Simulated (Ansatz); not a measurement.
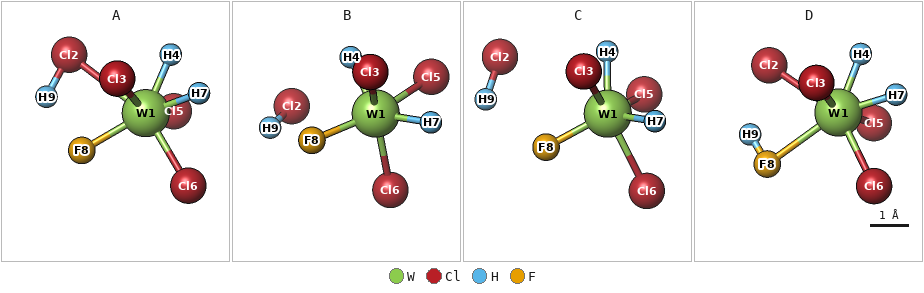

4 geometries from a converged minimum-energy path of WH3Cl4F, shuffled. The picture is a ball-and-stick view, seen at a tilt.

All numbers below come from RKS PBE/def2-SVP (Ansatz 0.2.0). Run with 5 movable images; climbing image; force threshold 0.05 eV/Å; iteration limit 60; starting path through a guess of the saddle point.

Q: Which frame is the top of the path?

A: C. In order along the path, whose images run from 0 to 6: D (image 0, 0.0 kJ/mol), A (image 1, +25.2 kJ/mol), C (image 3, +83.2 kJ/mol), B (image 6, +40.4 kJ/mol). Breaking: F8–H9 (0.99 → 2.37 at the top → 2.23 Å), W1–Cl2 (2.45 → 3.66 at the top → 3.32 Å). Forming: Cl2–H9 (1.94 → 1.30 at the top → 1.30 Å).

The run took 3.5 min on 4 threads of INTEL(R) XEON(R) PLATINUM 8581C CPU @ 2.10GHz (Emerald Rapids), with other jobs on the host, peak memory 0.25 GiB.
